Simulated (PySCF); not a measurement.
H3B3Cl2N3, SMILES B1(N[B]NB(Cl)N1)Cl, doublet at its PBE0/def2-SVP optimised geometry (Å):

```
11

Cl     2.8209    -0.3353    -0.0006
B      1.0448    -0.3420    -0.0004
N      0.3195    -1.5696     0.0000
B     -1.0998    -1.5696     0.0000
N     -1.8085    -0.3399     0.0000
B     -1.1072     0.9015     0.0000
Cl    -1.9886     2.4435     0.0007
N      0.3161     0.8807    -0.0004
H      0.8305    -2.4435     0.0002
H     -2.8209    -0.3335    -0.0001
H      0.8227     1.7574    -0.0010
```

Method: unrestricted PBE0/def2-TZVP (PySCF). Cells within 0.4 Å of a nucleus heavier than hydrogen are left out (blank, or x).

Map of the spin density (e/bohr³) on the plane z = 0.0 Å:

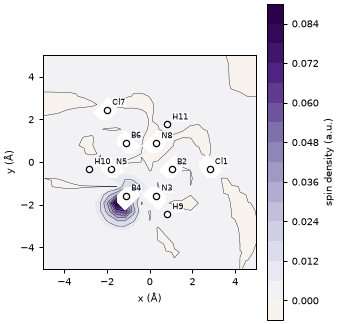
Fig. 1. Spin density (e/bohr³) on the plane z = 0.0 Å.
